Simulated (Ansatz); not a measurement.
# How many bands does the GW gap of Y4S3N2 (C2/m) need?, part 2 of 2

Aim: see how the G0W0 gap of Y4S3N2 (C2/m) on PBE moves with empty bands and screening cutoff, and what each rung costs.

Ansatz 0.2.0; G0W0 on PBE, plane waves, PAW; PAW set soft_1. Known limits of the many-body steps: not at the basis limit; no spin-orbit coupling.

So far. Step 4 (1048 empty bands, screening to 180 eV): Against the run with 4×4×2 mesh, 487 empty bands, screening to 108 eV, PAW set soft_1 files, the gap moves by +0.11 eV.

## (5) Changing the frequency model: 4×4×2 mesh, 1048 empty bands, screening to 180 eV, plasmon pole, PAW set soft_1 files

A plasmon pole stands in for the full frequency dependence of the screening; this run shows what that costs in accuracy.

The input, input.yaml:

```yaml
crystal:
  lattice:
    - [6.4622478753, -1.9155154099, 0.0]
    - [6.4622478753, 1.9155154099, 0.0]
    - [-6.1150777327, 0.0, 7.7218549571]
  atoms:
    - { symbol: "Y", position: [0.76032434, 0.76032434, 0.64851811] }
    - { symbol: "Y", position: [0.23967566, 0.23967566, 0.35148189] }
    - { symbol: "Y", position: [0.43654668, 0.43654668, 0.14567864] }
    - { symbol: "Y", position: [0.56345332, 0.56345332, 0.85432136] }
    - { symbol: S, position: [0.0, 0.0, 0.0] }
    - { symbol: S, position: [0.17442465, 0.17442465, 0.78433872] }
    - { symbol: S, position: [0.82557535, 0.82557535, 0.21566128] }
    - { symbol: "N", position: [0.64303648, 0.64303648, 0.36114028] }
    - { symbol: "N", position: [0.35696352, 0.35696352, 0.63885972] }
kpoints:
  mp_grid: { grid: [4, 4, 2] }
hamiltonian:
  xc: pbe
  pseudopotentials: { kind: paw, azcp: { folder: soft_1 } }
scf:
  occupations: { method: fixed }
gw:
  n_empty_bands: 1048
  ecut_chi: 180.0
  qp_bands: [v3, c3]
  qp_kpoints: band_edges
  screening: { model: godby_needs }
```

Launch:

```bash
$ ansatz run input.yaml --threads 2 --pin off --max-ram 92160MiB --backend cuda --events-out ev --progress --plain --runs-dir out --devices 1 --max-vram 13GiB
```

Numbers of over 12 decimals in the logs are rounded to 6 here.

The log of the run:

```text
GPUs: using 1 of 1 available (devices: 1).
[...]
GPU FFT provider: cuFFT
GPU libraries: cuBLAS 13.8.2, cuFFT 12.4.0, cuSOLVER 12.3.4
Crystal: 9 atoms, lattice volume = 191.171 Å³
Basis set: ecut = 420 eV, 3763 PW (Γ)
Bands: 45, of which v1, the nominal top of the filled ones, is band 36 counted from 1 (35 counted from 0)
Symmetry: 4 space group operations
[...]
k-points: 14 of 32
[...]
1    35      7.3109   -20.1729     2.8841   -16.7622  0.7638     6.7821     6.7844  root
[...]
13    36      8.0189   -20.1330     2.5132   -17.1273  0.7665     7.5251     7.5265  root
    13    37      9.4882    -8.2694    -3.9158   -12.5436  0.8032     9.8473     9.8466  root
    13    38     10.5241    -6.9869    -4.2965   -11.6207  0.8074    10.8612    10.8614  root
    13    39     11.3590    -8.5898    -4.7409   -13.9614  0.8062    11.9926    11.9897  root
[key lines of the parts left out:]
SCF converged after 10 iterations
Free energy (F): -18886.652592 eV
Fermi energy:    8.018904 eV
```

Elapsed: 2.7 min, on 1 × NVIDIA H100 80GB HBM3 (shared by 6 runs) with 2 threads of AMD EPYC 7R13 (Zen 3), shared host; peak memory 6.7 GiB.

Numbers from this step:

```
bands summed                                 : 1084
plasmon-pole fit frequency                   : 22.79 eV
RPA ε∞ on this mesh (eigenvalues)            : 5.882, 6.078, 6.478
plane waves in the screening matrix          : 1059
G0W0 gap on the mesh                         : 2.267 eV
k of the valence top                         : -0.5, -0.5, -0.5
k of the conduction bottom                   : -0.5, -0.5, 0
starting gap on the mesh                     : 1.429 eV
least direct G0W0 gap on the computed points : 2.320 eV
```

Against the run with 4×4×2 mesh, 1048 empty bands, screening to 180 eV, PAW set soft_1 files, the gap moves by −0.05 eV.

## (6) Changing the files and raising the bands: 4×4×2 mesh, 1553 empty bands, screening to 234 eV, hard PAW files

Other atomic data (hard PAW) test the pseudisation: the cutoff goes from 420 to 870 eV, with the same valence electrons. Bands and screening cutoff change too, so the step is no clean test of the files.

This step: G0W0 on PBE, plane waves, PAW.

input.yaml, as its differences from that of step 5:

```diff
@@ -19,3 +19,3 @@
   xc: pbe
-  pseudopotentials: { kind: paw, azcp: { folder: soft_1 } }
+  pseudopotentials: { kind: paw, source: ansatz }
 scf:
@@ -23,6 +23,6 @@
 gw:
-  n_empty_bands: 1048
-  ecut_chi: 180.0
+  n_empty_bands: 1553
+  ecut_chi: 234.0
   qp_bands: [v3, c3]
   qp_kpoints: band_edges
-  screening: { model: godby_needs }
+  screening: { model: contour_deformation }
```

The log of the run:

```text
GPUs: using 1 of 1 available (devices: 1).
[...]
GPU FFT provider: cuFFT
GPU libraries: cuBLAS 13.8.2, cuFFT 12.4.0, cuSOLVER 12.3.4
Crystal: 9 atoms, lattice volume = 191.171 Å³
Basis set: ecut = 870 eV, 11135 PW (Γ)
Bands: 45, of which v1, the nominal top of the filled ones, is band 36 counted from 1 (35 counted from 0)
Symmetry: 4 space group operations
[...]
k-points: 14 of 32
[...]
1    35      7.3885   -20.1692     2.7157   -16.7586  0.7295     6.6831     6.6936  root
[...]
13    36      8.0966   -20.1321     2.3221   -17.1260  0.7400     7.4047     7.4126  root
    13    37      9.5668    -8.2696    -4.0123   -12.5450  0.7836     9.8306     9.8298  root
    13    38     10.6027    -6.9881    -4.3811   -11.6218  0.7868    10.8563    10.8553  root
    13    39     11.4369    -8.5887    -4.8577   -13.9612  0.7844    11.9555    11.9517  root
[key lines of the parts left out:]
SCF converged after 10 iterations
Free energy (F): -18888.706664 eV
Fermi energy:    8.096585 eV
```

It took 5 min on 1 × NVIDIA H100 80GB HBM3 (shared by 6 runs) with 2 threads; peak memory 11 GiB; 7.9 min of CPU time.

Numbers from this step:

```
bands summed                                 : 1589
RPA ε∞ on this mesh (eigenvalues)            : 5.879, 6.075, 6.474
plane waves in the screening matrix          : 1549
G0W0 gap on the mesh                         : 2.366 eV
k of the valence top                         : -0.5, -0.5, -0.5
k of the conduction bottom                   : -0.5, -0.5, 0
starting gap on the mesh                     : 1.430 eV
least direct G0W0 gap on the computed points : 2.417 eV
```

Against the run with 4×4×2 mesh, 1048 empty bands, screening to 180 eV, PAW set soft_1 files, the gap moves by +0.05 eV.

## (7) Convergence and cost

Times are wall times on 1 × NVIDIA H100 80GB HBM3 (shared by 6 runs) with 2 threads of AMD EPYC 7R13 (Zen 3), shared host, good to a factor of about two.

| mesh | files | frequency | bands summed | cutoff (eV) | start (eV) | G0W0 (eV) | time | host memory (GiB) |
| --- | --- | --- | --- | --- | --- | --- | --- | --- |
| 4×4×2 | PAW set soft_1 | contour deformation | 208 | 54 | 1.429 | 2.051 | 31 s | 1.3 |
| 4×4×2 | PAW set soft_1 | contour deformation | 523 | 108 | 1.429 | 2.201 | 48 s | 2.1 |
| 4×4×2 | PAW set soft_1 | contour deformation | 1084 | 180 | 1.429 | 2.314 | 91 s | 4.3 |
| 4×4×2 | PAW set soft_1 | plasmon pole | 1084 | 180 | 1.429 | 2.267 | 2.7 min | 6.7 |
| 4×4×2 | hard PAW | contour deformation | 1589 | 234 | 1.430 | 2.366 | 5 min | 11 |

The parts of the quasiparticle energy at the two band edges (eV; QP = start + Σx + Σc − Vxc):

```csv
run,edge,start,Σx,Σc,Vxc,Z,QP
208 bands,valence top,8.02,-20.13,3.09,-17.13,0.75,8.10
208 bands,conduction bottom,9.45,-8.29,-3.54,-12.53,0.79,10.15
523 bands,valence top,8.02,-20.13,2.67,-17.13,0.74,7.69
523 bands,conduction bottom,9.45,-8.29,-3.80,-12.53,0.79,9.89
1084 bands,valence top,8.02,-20.13,2.43,-17.13,0.74,7.44
1084 bands,conduction bottom,9.45,-8.29,-3.93,-12.53,0.78,9.75
```

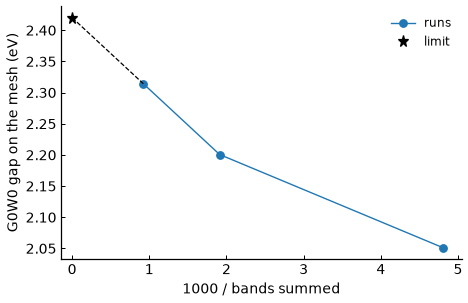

The gap against one over the number of bands; the dashed line carries the two highest rungs to the limit.

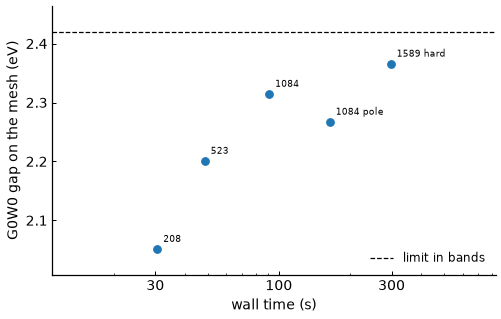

Result against wall time.

## (8) Outcome

| Property | Result |
| --- | --- |
| 208 bands, 54 eV | 2.051 eV |
| 523 bands, 108 eV | 2.201 eV |
| 1084 bands, 180 eV | 2.314 eV |
| estimated limit in bands and cutoff | 2.42 eV |
| mesh and start | 4×4×2, PBE |

In words: A line in one over the bands through the two highest rungs gives 2.42 eV, +0.11 eV from the top rung; the pair below gives 2.30 eV, so the estimate is still climbing. The rungs stand 0.37 eV (208 bands), 0.22 eV (523 bands) and 0.11 eV (1084 bands) from it. From 208 to 1084 bands the gap moves by +0.26 eV while the time grows 3.0-fold. Σc changes by −0.66 eV at the valence top and −0.40 eV at the conduction bottom, so the levels themselves move more than the gap between them. The plasmon-pole model gives −0.05 eV against contour deformation, 5 % of the correction, and saved no time in this program. With hard PAW files and 1589 bands the gap is 2.37 eV; the line for the PAW set soft_1 files gives 2.35 eV at that count, a difference of +0.02 eV that holds the line's own error too. The many-body steps are scalar-relativistic: spin-orbit coupling is not in them.

[Paths, hosts, dates, memory and timing lines, banners, echoed tables and standing remarks are left out of the program output.]

[Logs are printed without paths, hosts, clocks, repeated set-up lines and the standing remarks that a program may print on its own settings, such as how far it seeks lower states.]

[Runs of the session that timed out or met a known fault of the program may be left out.]

[Cells called generated may have been cut or substituted from an entry of the Crystallography Open Database or the Materials Project.]

[Hosts, paths, dates, database ids (printed as entryN), source tags and the programs' standing remarks are cut or masked in the printed files.]
